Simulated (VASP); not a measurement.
Consider the following.

```
TiN
1.0
    0.00000     2.12291     2.12291
    2.12291     0.00000     2.12291
    2.12291     2.12291     0.00000
Ti N
1 1
Direct
  0.00000   0.00000   0.00000
  0.50000   0.50000   0.50000
```

Level of theory: optB88-vdW, VASP's PBE PAW potentials (set 64) (plane waves; VASP). Settings: 520 eV cut-off, 17×17×17 Γ-centred mesh, tetrahedra with Blöchl corrections, potentials Ti_sv N.

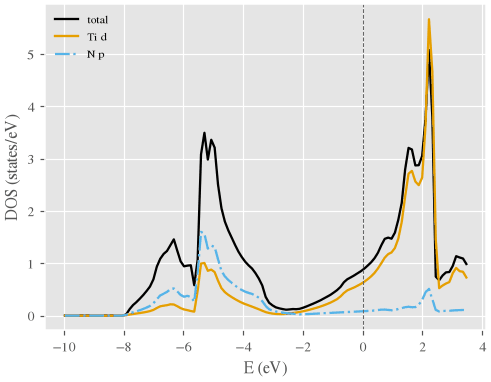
Figure. Total and projected density of states, zero at the Fermi level

Within 2 eV below the Fermi level the largest weight inside VASP's projection spheres is Ti d.

It has no gap at this level: it comes out as a metal or semimetal.

The compound is TiN in the rock salt structure. It was relaxed first. The electron count is odd and the run is not spin-polarised, which forces a metal.
